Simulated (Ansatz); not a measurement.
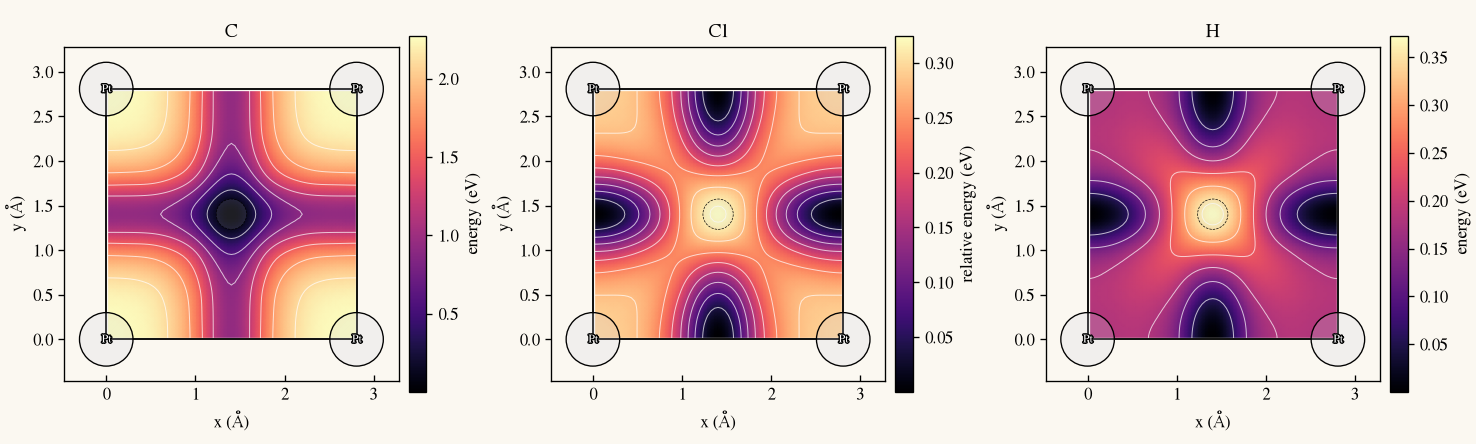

Three maps of one series, each from its own lowest grid point and on its own colour scale; the adsorbate changes from map to map. Adsorbates on a Pt(100) slab cut from the Fm-3m phase, its upper half relaxed before the scan (12 atoms of substrate and one adsorbate in a 2 × 2 cell). 
- The adsorbate is moved over the surface cell; relaxed at each place: the height of the adsorbate's atoms; substrate rigid; the origin of the map has the adsorbate above Pt9.
- Places are given modulo a cell vector. The map is drawn in real space over the plane of the surface.
- Grid: 6 × 6 points.
- Places are given in fractions of the 1 × 1 surface cell.
- Energies are in eV, from the lowest grid point.
- These are results of Ansatz 0.2.0, DFT PBE, scalar-relativistic, plane waves, PAW, not measurements. Settings: cutoff 420 eV, k-mesh 5×5×1, gaussian smearing 0.1 eV, no spin polarisation.

In the figure: a smooth colour map with a few white contour lines, labelled circles for the atoms of the top layer and small ones for the second layer, the outline of one cell of the plane. Between grid points the surface is interpolated.

The span runs from the lowest to the highest grid point.

| adsorbate | lowest grid point | span (eV) | height there (Å) |
| --- | --- | --- | --- |
| C | a fourfold hollow over a second-layer Pt atom | 2.27 | 0.43 |
| Cl | a bridge site between two Pt atoms | 0.32 | 1.93 |
| H | a bridge site between two Pt atoms | 0.37 | 1.06 |

> One more map of the series was computed, for the adsorbate S. What do you expect for it?

The computed span is 2.13 eV, within the range of the others. The lowest grid point is a fourfold hollow over a second-layer Pt atom, as for C. The height there is 1.31 Å.

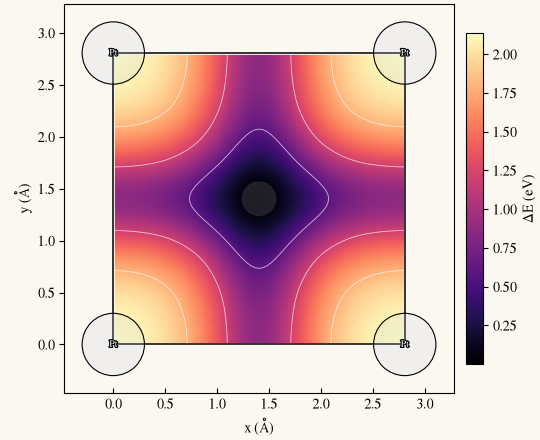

The map for S.

PAW datasets: the set soft_1.
